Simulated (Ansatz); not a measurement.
```csv
atom,x (Å),y (Å),z (Å)
Cl,-2.6469,2.6187,-1.7089
Ge,1.1089,0.0718,-2.0136
N,-0.6326,0.1954,-1.3756
Si,-1.3476,1.5209,-0.5006
H,-0.2492,2.4135,-0.0633
H,-1.2602,-0.5795,-1.6001
H,-2.1612,1.0259,0.6412
```

Geometry: B3LYP-D3(BJ)/def2-SVP.

Level of theory: Ansatz, isolated molecule in a Gaussian basis; Kohn-Sham density functional theory, functional PBE0.

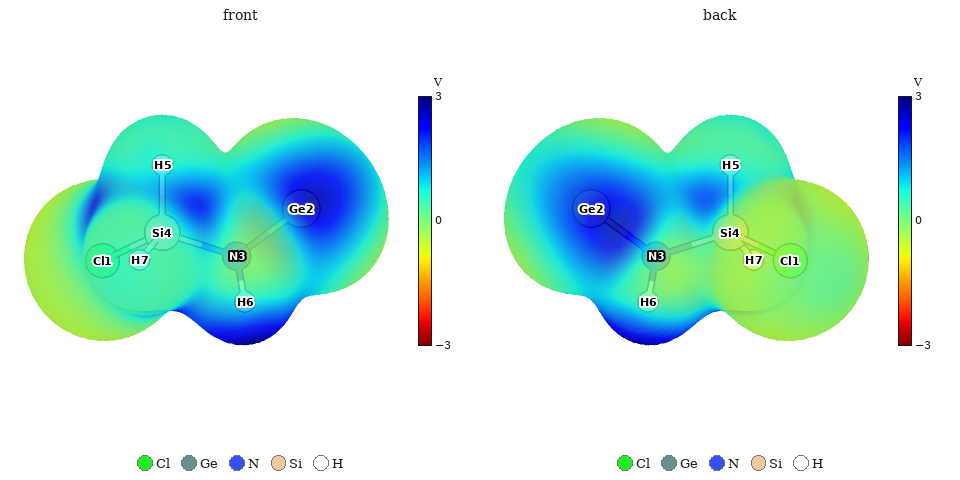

ClGeH$_{3}$NSi (SMILES Cl[SiH2][NH][Ge]) (doublet). The molecular electrostatic potential painted on the density surface at 0.004 e/bohr³, seen from the front and from behind; the colour scale runs from red (negative) to blue (positive).

Which sites attract a positive test charge, and which a negative one?

A positive charge is drawn to the negative regions and a negative charge to the positive ones. The most negative region (about −0.5 V) lies over Cl1, the most positive (about +2.8 V) over H6. Cl1 shows a σ-hole: about +0.2 V at the tip opposite its bond, against about −0.4 V on its flanks.

How polar is the molecule by this calculation?

Its dipole moment is 1.63 D.
